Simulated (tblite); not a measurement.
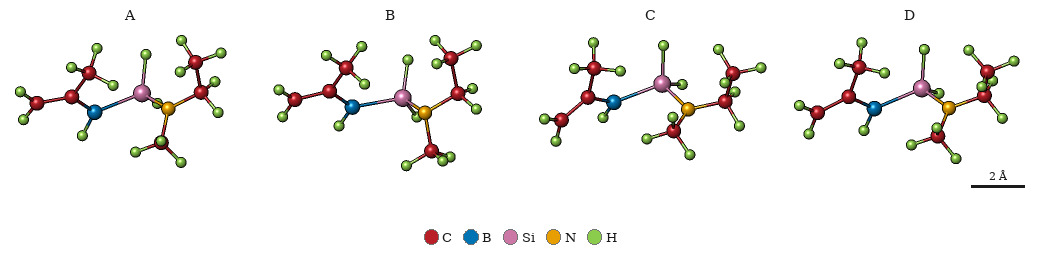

4 geometries from one relaxation of C6H16BNSi, in shuffled order. Style: ball-and-stick. Shown at a tilt.

Computed with tblite, GFN2-xTB geometry optimisation, gas phase. 

Q: Put them in the order of the run, from the start to the converged end.

A: B, A, D, C. They are steps 0, 73, 184, 282, at +0.521 eV, +0.081 eV, +0.016 eV relative to the last. Over 282 geometry steps the energy falls by 0.521 eV. An H atom moves most after the best rigid fit: 2.14 Å. By element the largest moves are H 2.14 Å, C 1.25 Å, Si 0.54 Å, N 0.48 Å, B 0.24 Å. Among the contacts that change: N–Si 1.808 → 1.730 Å, C–H 1.126 → 1.089 Å, C–N 1.470 → 1.440 Å, B–C 1.579 → 1.551 Å. Among the angles between lasting bonds that change: Si–N–C 108.6° → 123.0°, Si–N–C 111.5° → 120.1°, B–Si–H 109.3° → 117.5°. Groups turn about B–C by about 25°.
